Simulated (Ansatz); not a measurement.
The figure comes from a scan of BaTiO3 (cubic perovskite): the cell is scaled evenly about its relaxed volume V₀. Computed with r2SCAN (plane waves to 500 eV, PAW, scalar-relativistic; Ansatz, a quantum-chemistry and plane-wave program). k mesh 9×9×9 (Γ-centred), Fermi-Dirac smearing 0.05 eV. E stands for the smeared free energy. BaTiO3 is run without spin polarisation. BaTiO3 was relaxed with its symmetry unable to fall. This is a high-temperature form of BaTiO3. ΔE is measured from the relaxed starting cell.

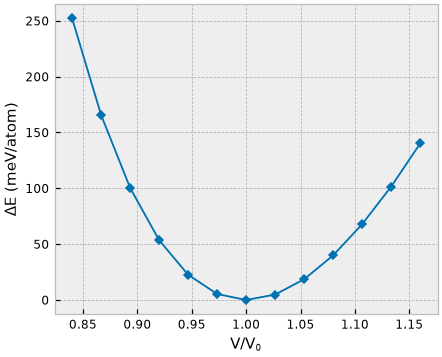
Figure: ΔE (meV/atom) against V/V₀; computed points joined by lines.

Question: List the plotted points as numbers.

Answer: To the nearest 5:

```json
[
 {"V/V₀": "0.840", "ΔE (meV/atom)": "250"},
 {"V/V₀": "0.867", "ΔE (meV/atom)": "165"},
 {"V/V₀": "0.893", "ΔE (meV/atom)": "100"},
 {"V/V₀": "0.920", "ΔE (meV/atom)": "55"},
 {"V/V₀": "0.947", "ΔE (meV/atom)": "25"},
 {"V/V₀": "0.973", "ΔE (meV/atom)": "5"},
 {"V/V₀": "1.000", "ΔE (meV/atom)": "0"},
 {"V/V₀": "1.027", "ΔE (meV/atom)": "5"},
 {"V/V₀": "1.053", "ΔE (meV/atom)": "20"},
 {"V/V₀": "1.080", "ΔE (meV/atom)": "40"},
 {"V/V₀": "1.107", "ΔE (meV/atom)": "70"},
 {"V/V₀": "1.133", "ΔE (meV/atom)": "100"},
 {"V/V₀": "1.160", "ΔE (meV/atom)": "140"}
]
```

(A scan under strain: stresses follow from slopes of the energy per volume, elastic moduli from its curvatures.)
